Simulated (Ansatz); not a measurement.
# C2H9ClHfN2O: what the fields show

```yaml
atoms:
  - { symbol: C, position_ang: [1.5559, 0.3256, 1.1101] }
  - { symbol: N, position_ang: [0.6437, -0.2203, 0.1309] }
  - { symbol: C, position_ang: [1.0725, -1.4959, -0.3803] }
  - { symbol: Hf, position_ang: [-0.9763, 0.9258, -0.2485] }
  - { symbol: N, position_ang: [-2.0737, -0.0523, -1.6433] }
  - { symbol: O, position_ang: [-2.0544, 1.1106, 1.3406] }
  - { symbol: Cl, position_ang: [-0.1638, 3.0260, -1.0515] }
  - { symbol: H, position_ang: [1.2093, 1.3011, 1.4769] }
  - { symbol: H, position_ang: [2.5572, 0.4884, 0.6874] }
  - { symbol: H, position_ang: [1.6606, -0.3325, 1.9848] }
  - { symbol: H, position_ang: [1.1665, -2.2417, 0.4228] }
  - { symbol: H, position_ang: [0.3537, -1.8754, -1.1082] }
  - { symbol: H, position_ang: [2.0534, -1.4234, -0.8724] }
  - { symbol: H, position_ang: [-2.9863, -0.4617, -1.5024] }
  - { symbol: H, position_ang: [-1.8502, -0.0920, -2.6288] }
  - { symbol: H, position_ang: [-2.1680, 1.0177, 2.2820] }
```

Geometry: PBE0-D4/def2-TZVP; core potentials replace the inner electrons of Hf.

Theory: RKS PBE0-D4/def2-TZVPP in Ansatz 0.2.0.

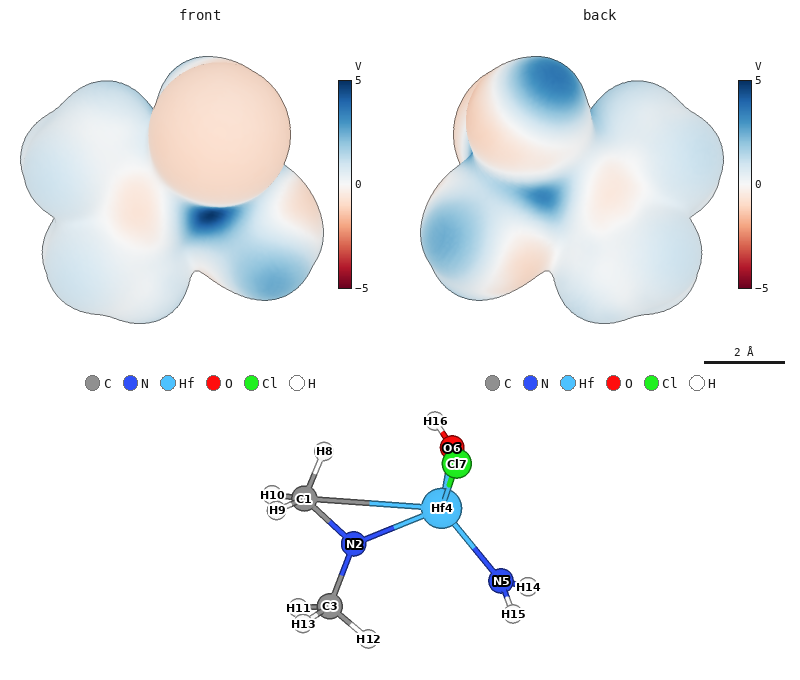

Figure 1. The electrostatic potential painted on the density surface at 0.004 e/bohr³, seen from the front and from behind; red is negative and blue positive. The bare structure is drawn below in the same view.

Question: Which sites attract a positive test charge, and which a negative one?

Answer: A positive charge is drawn to the negative regions and a negative charge to the positive ones. The most negative region (about −1.2 V) lies over O6, the most positive (about +4.0 V) over Hf4. O6 is the likeliest acceptor of a hydrogen bond.

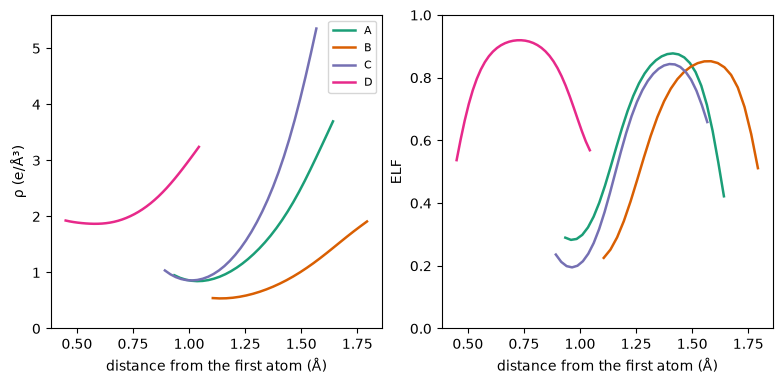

Figure 2. Electron density and ELF along straight lines between neighbouring atoms. The curves leave out the atomic cores.

Question: Which curve belongs to which contact (C–N, Hf–Cl, Hf–N and Hf–O)? The first atom named is at distance zero.

Answer: Curve A: Hf–N (2.02 Å): ρ at the midpoint is about 0.85 e/Å³; the ELF peaks at about 0.90 in the valence shell of N, 0.6 Å from its nucleus, and is about 0.30 at the midpoint. Curve B: Hf–Cl (2.39 Å): ρ at the midpoint is about 0.55 e/Å³; the ELF peaks at about 0.85 in the valence shell of Cl, 0.8 Å from its nucleus, and is about 0.35 at the midpoint. Curve C: Hf–O (1.93 Å): ρ is about 0.88 e/Å³ halfway; the ELF peaks at about 0.85 in the valence shell of O, 0.5 Å from its nucleus, and drops to about 0.20 between the two atoms. Curve D: C–N (1.44 Å): ρ is about 2 e/Å³ halfway; the ELF peaks at about 0.90 between the atoms (a covalent bond).

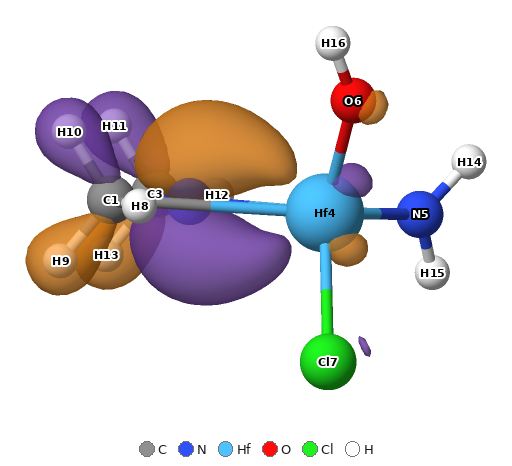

Figure 3. The HOMO at ±0.15 Å⁻³ᐟ² (orange and purple are the two phases), seen from one side.

Question: What is the character of this orbital?

Answer: Its weight (Hirshfeld) is mainly on N2 (about 50 %), Hf4 (about 15 %), C3 (about 10 %) and C1 (about 10 %). Its energy is −6.45 eV.
